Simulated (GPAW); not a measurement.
**A GW chain in GPAW: SnO (Pmn2_1)**

Aim: the G0W0 gap of SnO (Pmn2_1) on LDA, step by step.

Program: GPAW 26.7.0. Level of theory: LDA and many-body steps on it, plane waves. Results are calculated unless marked as measured.

## (1) Starting point

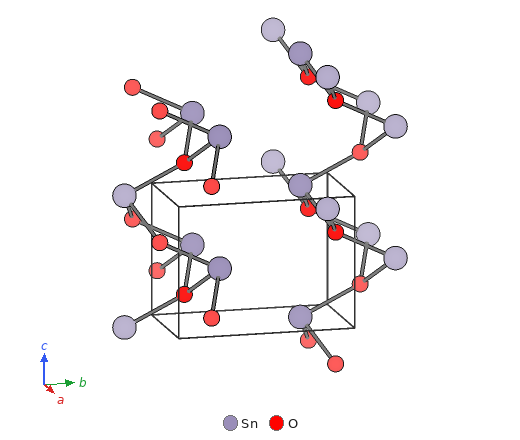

The cell as given, slightly off an axis (tin purple, oxygen red). 1×1×2 cells are drawn. Some periodic images of atoms are drawn too.

The cell and positions are those that the Materials Project relaxed with its own functionals (PBE, PBE+U or r2SCAN), kept fixed. This is not the form that SnO usually takes at ambient conditions.

## (2) Ground state

This step: GPAW 26.7.0; DFT, LDA, plane waves, PAW.

The ground-state density comes first.

Contents of run.py:

```python
import json
import numpy as np
from gpaw.mpi import world
from ase import Atoms
from gpaw import GPAW, PW, FermiDirac

atoms = Atoms(['Sn', 'Sn', 'O', 'O'],
    cell=[[3.3550050000, 0.0000000000, 0.0000000000],
      [0.0000000000, 5.6741040000, 0.0000000000],
      [0.0000000000, 0.0000000000, 4.2219700000]],
    scaled_positions=[[0.0000000000, 0.2319090000, 0.5131440000],
      [0.5000000000, 0.7680910000, 0.0131440000],
      [0.0000000000, 0.8912500000, 0.7368570000],
      [0.5000000000, 0.1087500000, 0.2368570000]],
    pbc=(True, True, True))
calc = GPAW(mode=PW(600),
    xc='LDA',
    kpts={'size': (8, 4, 6), 'gamma': True},
    occupations=FermiDirac(0.001),
    nbands=-8,
    convergence={'density': 1e-6, 'bands': -3},
    maxiter=100,
    txt='gs.txt')
atoms.calc = calc
res = {'energy': atoms.get_potential_energy()}
kpts = calc.get_ibz_k_points()
res['kpts'] = kpts
res['eigenvalues'] = [calc.get_eigenvalues(kpt=k) for k in range(len(kpts))]
res['n_electrons'] = calc.get_number_of_electrons()
calc.write('gs.gpw')

if world.rank == 0:
    with open('result.json', 'w') as f:
        json.dump(res, f, default=lambda x: x.tolist())
```

Launch:

```sh
mpirun -n 4 gpaw python run.py
```

Numbers of over 12 decimals in the logs are rounded to 6 here.

The program printed:

```text
__  _  _
 | _ |_)|_||  |
 |__||  | ||/\| - 26.7.0

Input parameters:
  mode=PW(ecut=600.0),
  convergence={'density': 1e-06, 'bands': -3},
  kpts=MonkhorstPack(size=(8, 4, 6), gamma=True),
  maxiter=100,
  nbands=-8,
  occupations=Occupations(name='fermi-dirac', width=0.001, fixmagmom=False),
  xc=XC(name='LDA')
  [... matrices ...]
Diagonalizing LCAO Hamiltonian
Converting LCAO to pw mode
    .-------.
   /|       |
  / O       |
 *  |       |
 |  |       |
 |Sn.-------.
 | / O Sn  /
 |/       /
 *-------*

Atoms  # Å, Bohr magnetons
|   | symbol |        x |        y |        z |    initial magnetic moments |
| 0 |     Sn | 0.000000 | 1.315876 | 2.166479 | ( 0.0000,  0.0000,  0.0000) |
| 1 |     Sn | 1.677502 | 4.358228 | 0.055494 | ( 0.0000,  0.0000,  0.0000) |
| 2 |      O | 0.000000 | 5.057045 | 3.110988 | ( 0.0000,  0.0000,  0.0000) |
| 3 |      O | 1.677502 | 0.617059 | 1.000003 | ( 0.0000,  0.0000,  0.0000) |

Unit cell  # Å
| periodic |        x |        y |        z |  lengths |    angles |
|      yes | 3.355005 | 0.000000 | 0.000000 | 3.355005 | 90.000000 |
|      yes | 0.000000 | 5.674104 | 0.000000 | 5.674104 | 90.000000 |
|      yes | 0.000000 | 0.000000 | 4.221970 | 4.221970 | 90.000000 |

Number of symmetries: 2
Symmetry operations  # r_c * U_cc + t_c -> r_c
|   | kind |            matrix            |
| 0 |  E   |  1, 0, 0,  0, 1, 0,  0, 0, 1 |
| 1 |  σ   | -1, 0, 0,  0, 1, 0,  0, 0, 1 |

BZ-sampling:
  Number of BZ points: 192
  Number of IBZ points: 70

  Monkhorst-Pack size: [8, 4, 6]
  Monkhorst-Pack shift: [0.0625, 0.125, 0.083333]

K-points  # in reciprocal-cell coordinates
|     |                                coordinates |     weight |
|   0 | (  0.00000000,   0.00000000,   0.00000000) | 0.00520833 |
|   1 | (  0.00000000,   0.00000000,   0.16666667) | 0.01041667 |
|   2 | (  0.00000000,   0.00000000,   0.33333333) | 0.01041667 |
|   3 | (  0.00000000,   0.00000000,   0.50000000) | 0.00520833 |
|   4 | (  0.00000000,   0.25000000,  -0.33333333) | 0.01041667 |
|   5 | (  0.00000000,   0.25000000,  -0.16666667) | 0.01041667 |
|   6 | (  0.00000000,   0.25000000,   0.00000000) | 0.01041667 |
|   7 | (  0.00000000,   0.25000000,   0.16666667) | 0.01041667 |
|   8 | (  0.00000000,   0.25000000,   0.33333333) | 0.01041667 |
|   9 | (  0.00000000,   0.25000000,   0.50000000) | 0.01041667 |
| ... |                                            |            |
|  69 | (  0.50000000,   0.50000000,   0.50000000) | 0.00520833 |

Plane wave coefficients: 2719
Cutoff: 600.0 eV

Spin-components: 1 (collinear spins)
Bands:           28
Projectors:      22
Spin-degeneracy: 2
Datatype:        complex128

  Storage: CPU
  Wave functions: 85_267_840 bytes (21_316_960 per core)
  Projectors: 73_086_720 bytes (18_271_680 per core)
  [... matrices ...]
Parallelization:
  kpt:    4
  domain: 1
  band:   1

Density:
  Valence electrons: 40.0
  Components: 1
  Grid points: [20 35 24]
  Charge: 0.0  # |e|

Potential:
  Grid points: [20 35 24]

species:
  Sn:
    name:    Tin
    Z:       50.0
    valence: 14
    core:    36
    charge:  0.0  # [|e|]
    compensation charges:
      type: gauss
      rc: 0.38  # [Å]
      lmax: 2
    cutoffs:
      filter: 2.23  # [Å]
      core: 2.35  # [Å]
    projectors
    | kind |    occ | energy [eV] | rcut [Å] |
    |   5s |  2.000 |     -10.799 |    1.201 |
    |   5p |  2.000 |      -3.869 |    1.270 |
    |   4d | 10.000 |     -25.910 |    1.185 |
    |    s |        |      16.413 |    1.201 |
    |    p |        |      23.342 |    1.270 |
    |    d |        |       1.302 |    1.185 |

    Using partial waves for Sn as LCAO basis

  O:
    name:    Oxygen
    Z:       8.0
    valence: 6
    core:    2
    charge:  0.0  # [|e|]
    compensation charges:
      type: gauss
      rc: 0.21  # [Å]
      lmax: 2
    cutoffs:
      filter: 1.17  # [Å]
      core: 0.83  # [Å]
    projectors
    | kind |    occ | energy [eV] | rcut [Å] |
    |   2s |  2.000 |     -23.752 |    0.688 |
    |   2p |  4.000 |      -9.195 |    0.598 |
    |    s |        |       3.459 |    0.688 |
    |    p |        |      18.016 |    0.598 |
    |    d |        |       0.000 |    0.619 |

    Using partial waves for O as LCAO basis

Reference energy: -339786.989759  # eV

eigensolver:
  PPCG
  Converge bands: -3
  niter=2

density mixing:
  MSR1-Mixer
  Pratt-step length: 0.05
  Maximum mixing coefficient: 0.75
  Old densities: 10
  SVD Regularization: 0.005
  Good broyden scale: 1.0
  Trust region scale: 1.0
  Backstep threshold: 4.0
  History deletion threshold: 6.0
  Fourier metric: weight=20.0, sigma=0.015

occupation numbers:
  Fermi-Dirac:
    width: 0.0010  # eV

poisson solver:
  ecut: 4800.0  # eV

xc functional:
  name: None

Initialization done in: 1.492 s

convergence criteria:
- Maximum integral of absolute [dens]ity change: 1e-06 electrons / valence electron
- Maximum [total energy] change in last 3 cyles: 0.0005 eV / valence electron
- Maximum integral of absolute [eigenst]ate change: 4e-08 eV^2 / valence electron
maximum number of iterations: 100

SCF iterations
|iter     |     time |      energy | eigst |  dens |
|iter:   1|  |  -29.484207 | +0.61 |       |
|iter:   2|  |  -28.378670 | -0.85 | -1.00 |
|iter:   3|  |  -26.092076 | -0.61 | -1.07 |
|iter:   4|  |  -26.038827 | -2.20 | -1.55 |
|iter:   5|  |  -26.016548 | -2.86 | -1.78 |
|iter:   6|  |  -26.016292 | -4.02 | -2.58 |
|iter:   7|  |  -26.016315c| -5.15 | -3.15 |
|iter:   8|  |  -26.016311c| -5.98 | -3.86 |
|iter:   9|  |  -26.016311c| -6.56 | -4.41 |
|iter:  10|  |  -26.016311c| -7.26 | -4.60 |
|iter:  11|  |  -26.016311c| -8.21c| -5.26 |
|iter:  12|  |  -26.016311c| -8.69c| -5.78 |
|iter:  13|  |  -26.016311c| -9.23c| -6.61c|

Converged in 13 steps
SCF loop duration: 25.300 s (1.946 s/step)
Energy contributions relative to reference atoms: (reference = -339786.989759)
  [... matrices ...]
Energy contributions:
  Kinetic:          22.943701
  Coulomb:         -24.066528
  Zero:              0.031847
  External:          0.000000
  Xc:              -24.925331
  Entropy:          -0.000000
  Spinorbit:         0.000000
  ----------------------------
  Free energy:     -26.016311
  Extrapolated:    -26.016311

dipole moment: (-20.794105, 0.000008, -13.440661)  # |e|*Ang

Fermi level: 4.482
Eigenvalues  # (at kpt = [0.000, 0.000, 0.000])
| band index |      eig [eV] | occ [0-2] |
|          0 |       -16.887 |     2.000 |
|        ... |               |           |
|         12 |        -3.397 |     2.000 |
|         13 |        -1.611 |     2.000 |
|         14 |        -0.071 |     2.000 |
|         15 |         0.335 |     2.000 |
|         16 |         0.669 |     2.000 |
|         17 |         1.528 |     2.000 |
|         18 |         2.127 |     2.000 |
|         19 |         4.150 |     2.000 |
|         20 |         6.743 |     0.000 |
|         21 |         7.273 |     0.000 |
|         22 |         9.961 |     0.000 |
|         23 |         9.967 |     0.000 |
|         24 |        12.072 |     0.000 |
|         25 |        12.120 |     0.000 |
|         26 |        12.812 |     0.000 |
|         27 |        13.375 |     0.000 |

Gap: 1.366 eV
Transition (v -> c):
  (s=0, k=0, n=19, [0.00, 0.00, 0.00]) -> (s=0, k=52, n=20, [0.38, 0.50, 0.00])
Direct/indirect transitions are different
Direct gap: 2.016 eV
Transition at: (s=0, k=52, n=19, [0.38, 0.50, 0.00])
# Writing to gs.gpw (mode='')
  [... matrices ...]
```

Run time: 29 s. Hardware: 4 MPI ranks of Arm Neoverse V1, shared host; peak memory 0.79 GiB.

This step gave:

```yaml
total_energy: -26.02 eV
gap: 1.366 eV
k_of_the_valence_top: 0, 0, 0
k_of_the_conduction_bottom: 0.375, 0.5, 0
least_direct_gap: 2.016 eV
```

The gap is indirect, with the least direct gap 0.65 eV higher.

## (3) Empty states on the mesh, 4×2×2 mesh, 74 bands

The sums over transitions need many empty states on a uniform mesh; this step solves for them.

Contents of run.py:

```python
import json
import numpy as np
from gpaw.mpi import world
from gpaw import GPAW

calc = GPAW('gs.gpw').fixed_density(kpts={'size': (4, 2, 2), 'gamma': True},
    nbands=86,
    convergence={'bands': 74},
    txt='nscf.txt')
calc.write('full.gpw', mode='all')
res = {}
kpts = calc.get_ibz_k_points()
res['kpts'] = kpts
res['eigenvalues'] = [calc.get_eigenvalues(kpt=k) for k in range(len(kpts))]
res['n_electrons'] = calc.get_number_of_electrons()

if world.rank == 0:
    with open('result.json', 'w') as f:
        json.dump(res, f, default=lambda x: x.tolist())
```

Launch:

```sh
mpirun -n 4 gpaw python run.py
```

The program printed:

```text
Diagonalizing LCAO Hamiltonian
Converting LCAO to pw mode
convergence criteria:
- Maximum integral of absolute [eigenst]ate change: 4e-08 eV^2 / valence electron
maximum number of iterations: 100

SCF iterations
|iter     |     time |      energy | eigst |  dens |
|iter:   1|  |             | +3.74 |       |
|iter:   2|  |             | +2.44 |       |
|iter:   3|  |             | +1.39 |       |
[...]
|iter:  11|  |             | -6.08 |       |
|iter:  12|  |             | -6.95 |       |
|iter:  13|  |             | -7.46c|       |
SCF steps: 13
  __  _  _
 | _ |_)|_||  |
 |__||  | ||/\| - 26.7.0

Input parameters:
  mode=PW(ecut=600.0),
  convergence={'bands': 74},
  gpts=array([20, 35, 24]),
  kpts=MonkhorstPack(size=(4, 2, 2), gamma=True),
  maxiter=100,
  nbands=86,
  occupations=Occupations(name='fermi-dirac', width=0.001, fixmagmom=False),
  parallel={},
  xc=XC(name='LDA')
# Writing to full.gpw (mode='all')
  [... matrices ...]

timing:  # [seconds]
  Total: 0.045  # ━━━━━━━━━━━━━━━━━━━━━━━━━━━━━━━━━━━━━━━━━━━━━━━━━━━━━━━━━━━
```

Elapsed: 19 s, on 4 MPI ranks; peak memory 0.82 GiB.

Numbers from this step:

```yaml
gap: 1.853 eV
k_of_the_valence_top: 0, 0, 0
k_of_the_conduction_bottom: 0.5, 0.5, 0
least_direct_gap: 2.593 eV
k_points_computed: 12
lowest_point_of_the_top_converged_band_above_the_valence_top: 36.80 eV
```

On this mesh the gap is 1.853 eV. The earlier step found 1.366 eV, so this mesh misses an edge.

## (4) Screening and self-energy, 4×2×2 mesh, 64 bands, screening to 50 eV

Now the one-shot GW correction: screening in the RPA, then the self-energy of the levels asked for.

This step: G0W0 on LDA, plane waves, PAW.

Contents of run.py:

```python
import json
import numpy as np
from gpaw.mpi import world
from gpaw.response.g0w0 import G0W0

gw = G0W0('full.gpw',
    filename='gw',
    kpts=[0, 10],
    bands=(18, 22),
    ecut=50,
    nbands=64,
    integrate_gamma='WS',
    ppa=True)
gw.calculate()
res = {mode: {k: v for k, v in r.items() if k != 'sigma_eskwn'}
       for mode, r in gw.all_results.items()}

if world.rank == 0:
    with open('result.json', 'w') as f:
        json.dump(res, f, default=lambda x: x.tolist())
```

Launch:

```sh
mpirun -n 4 gpaw python run.py
```

The program printed:

```text
Using integrator: PointIntegrator
FrequencyGridDescriptor(from 0.000+0.000j to 0.000+27.211j eV, 2 points)
Nonperiodic BCs:  [False False False]
Using integrator: PointIntegrator
FrequencyGridDescriptor(from 0.000+0.000j to 0.000+27.211j eV, 2 points)
Nonperiodic BCs:  [False False False]
  ___  _ _ _
 |   || | | |
 | | || | | |
 |__ ||_____|
 |___|

BZ k-points: Symmetries present (total): 2

  [... matrices ...]
16 k-points: 4 x 2 x 2 Monkhorst-Pack grid + [1/8,1/4,1/4]
12 k-points in the irreducible part of the Brillouin zone
       k-points in crystal coordinates                weights
   0:     0.00000000    0.00000000    0.00000000          1/16
   1:     0.00000000    0.00000000    0.50000000          1/16
   2:     0.00000000    0.50000000    0.00000000          1/16
   3:     0.00000000    0.50000000    0.50000000          1/16
   4:     0.25000000    0.00000000    0.00000000          2/16
   5:     0.25000000    0.00000000    0.50000000          2/16
   6:     0.25000000    0.50000000    0.00000000          2/16
   7:     0.25000000    0.50000000    0.50000000          2/16
   8:     0.50000000    0.00000000    0.00000000          1/16
   9:     0.50000000    0.00000000    0.50000000          1/16
          ...
  11:     0.50000000    0.50000000    0.50000000          1/16

Distributing spins, k-points and bands (1 x 2 x 4) over 4 processes
Number of blocks: 1

Quasi particle states:
k-points (IBZ indices): [0, 10]
Band range: (18, 22)
  [... matrices ...]
Computational parameters:
Plane wave cut-off: 50 eV
Number of bands: 64
Coulomb cutoff: None
Broadening: 0.1 eV

fxc modes: GW
Kernel: RPA
Using Godby-Needs plasmon-pole approximation:
  Fitting energy: i*E0, E0 = 1.000 Hartree
Summing all q:

Calculating screened Coulomb potential
No Coulomb truncation
FrequencyGridDescriptor(from 0.000+0.000j to 0.000+27.211j eV, 2 points)
Removing empty qpoint cache files...

Calculating chi0 body with:
    Ground state adapter containing:
    Number of spins: 1
    Number of kpoints: 16
    Number of irreducible kpoints: 12
    Number of completely occupied states: 20
    Number of partially occupied states: 20
    Occupied states memory: 5.126953125 M / cpu

    Linear response parametrization:
    q_c: [0.0, 0.0, 0.0]
    Number of frequency points: 2
    Planewave cutoff: 50.0
    Number of bands: 64
    Number of planewaves: 57
    Broadening (eta): 1e-06
    comm.size: 4
    kncomm.size: 4
    blockcomm.size: 1

    Memory estimate of potentially large arrays:
        chi0_wGG: 0.099152 M / cpu
Integrating chi0 body.

Symmetries of q_c:
    Direct symmetries (Uq -> q): 2
    Indirect symmetries (TUq -> q): 2
In total 4 allowed symmetries.

  [... matrices ...]
12 groups of equivalent kpoints. 25.0% reduction.

Integral kind: response function
Integrating chi0 head and wings.

Symmetries of q_c:
    Direct symmetries (Uq -> q): 2
    Indirect symmetries (TUq -> q): 2
In total 4 allowed symmetries.

  [... matrices ...]
12 groups of equivalent kpoints. 25.0% reduction.

Integral kind: response function wings

Calculating chi0 body with:
    Ground state adapter containing:
    Number of spins: 1
    Number of kpoints: 16
    Number of irreducible kpoints: 12
    Number of completely occupied states: 20
    Number of partially occupied states: 20
    Occupied states memory: 5.126953125 M / cpu

    Linear response parametrization:
[... the further q-points ...]

Results:
f:      Occupation numbers
eps:     KS-eigenvalues [eV]
vxc:     KS vxc [eV]
exx:     Exact exchange [eV]
sigma:   Self-energies [eV]
dsigma:  Self-energy derivatives
Z:       Renormalization factors
qp:      QP-energies [eV]

k-point 0 (0): (0.000, 0.000, 0.000)                GW
band       f     eps     vxc     exx   sigma  dsigma       Z      qp
                                                                   GW
  18   1.000   2.127 -19.764 -24.880   5.210  -0.352   0.740   2.197
  19   1.000   4.150 -17.834 -19.945   2.567  -0.286   0.778   4.505
  20   0.000   6.743 -12.418  -7.667  -3.391  -0.236   0.809   7.844
  21   0.000   7.273 -14.997 -10.581  -2.940  -0.248   0.801   8.456

k-point 1 (10): (0.500, 0.500, 0.000)                GW
band       f     eps     vxc     exx   sigma  dsigma       Z      qp
                                                                   GW
  18   1.000   3.251 -15.616 -17.696   2.275  -0.277   0.783   3.404
  19   1.000   3.251 -15.616 -17.696   2.275  -0.277   0.783   3.404
  20   0.000   6.003 -14.361 -10.466  -2.585  -0.244   0.804   7.056
  21   0.000   6.003 -14.361 -10.466  -2.585  -0.244   0.804   7.056
```

The job ended after 18 s (4 MPI ranks; peak memory 1.1 GiB).

Numbers from this step:

- G0W0 gap on the points computed: 2.551 eV
- least direct G0W0 gap on the computed points: 3.339 eV
- Z at the valence top: 0.7777
- Z at the conduction bottom: 0.8038
- starting gap on the mesh: 1.853 eV
- k of the valence top: 0, 0, 0
- k of the conduction bottom: 0.5, 0.5, 0

The gap on the mesh goes from 1.85 eV to 2.55 eV, a correction of +0.70 eV. The start differs from the 1.37 eV found before because the two sample other k points.

Limits: finite bands, cutoff and mesh; no spin-orbit coupling; coarse k mesh. v1 is the top filled band, c1 the lowest empty one. The levels before and after the correction (eV, zero at the valence-band top of each column):

```csv
,conduction bottom,valence top
Kohn-Sham,1.85,0.00
G0W0,2.55,0.00
```

```csv
,level,energy (eV)
Kohn-Sham,Γ v2,-2.023
Kohn-Sham,Γ v1,0.000
Kohn-Sham,Γ c1,2.593
Kohn-Sham,Γ c2,3.123
Kohn-Sham,(0.5 0.5 0) v2-v1,-0.899
Kohn-Sham,(0.5 0.5 0) c1-c2,1.853
G0W0,Γ v2,-2.308
G0W0,Γ v1,0.000
G0W0,Γ c1,3.339
G0W0,Γ c2,3.951
G0W0,(0.5 0.5 0) v2-v1,-1.101
G0W0,(0.5 0.5 0) c1-c2,2.551
```

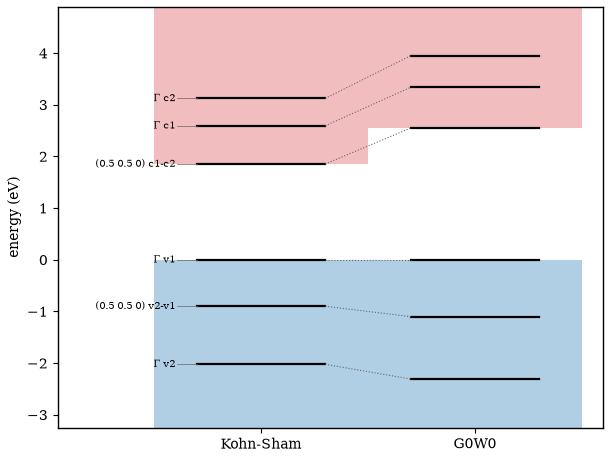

Levels before and after the correction. Shaded: valence and conduction bands.

## (5) Where the time went

Times are wall times on 4 MPI ranks of Arm Neoverse V1, shared host, good to a factor of about two.

```csv
step,time,share,memory (GiB)
ground state,29 s,44 %,0.79
empty states on the mesh,19 s,29 %,0.82
screening and self-energy,18 s,27 %,1.1
```

## (6) Summary of results

```json
{
 "LDA gap": "1.37 eV, indirect",
 "G0W0 gap on the mesh": "2.55 eV",
 "G0W0 gap over the zone (rigid shift)": "2.06 eV",
 "GW settings": "4×2×2 mesh, 64 bands, screening to 50 eV, Godby-Needs plasmon pole",
 "known limits": "not at the basis limit; no spin-orbit coupling; coarse k mesh"
}
```

**Reading.** G0W0 moves the gap on the mesh from 1.85 eV to 2.55 eV (+0.70 eV), with Z of 0.78 and 0.80 at the edges. The mesh misses the band edges by 0.49 eV in all; a rigid shift gives 2.06 eV for the zone. Only 2 of the mesh's irreducible points were corrected, so a valley elsewhere could overtake. The dearest step here is «ground state». Bands and cutoff are finite, so the gap is not at the basis limit. The miss can reach some tenths of an eV and take either sign; the mesh is an error of its own. These stock PAW sets were not made for GW. In the G0W0 run levels were corrected at 2 k points alone, so a gap called «on the mesh» is the least over those, and an edge elsewhere would be missed. A denser mesh or path gives a starting gap of 1.37 eV: the GW mesh misses a band edge, so its gaps are not the fundamental one. The 4×2×2 mesh is coarse for this cell, which bears on the long-range parts of exchange and screening. Mesh or cutoff lie under what a gap needs, so these runs test behaviour and cost; their gaps are not to be quoted. The many-body steps are scalar-relativistic: spin-orbit coupling is not in them.

[Paths, hosts, dates, memory and timing lines, banners, echoed tables and standing remarks are left out of the program output.]

[Logs are printed without paths, hosts, clocks, repeated set-up lines and the standing remarks that a program may print on its own settings, such as how far it seeks lower states.]

[Runs of the session that timed out or met a known fault of the program may be left out.]

[Hosts, paths, dates, database ids (printed as entryN), source tags and the programs' standing remarks are cut or masked in the printed files.]
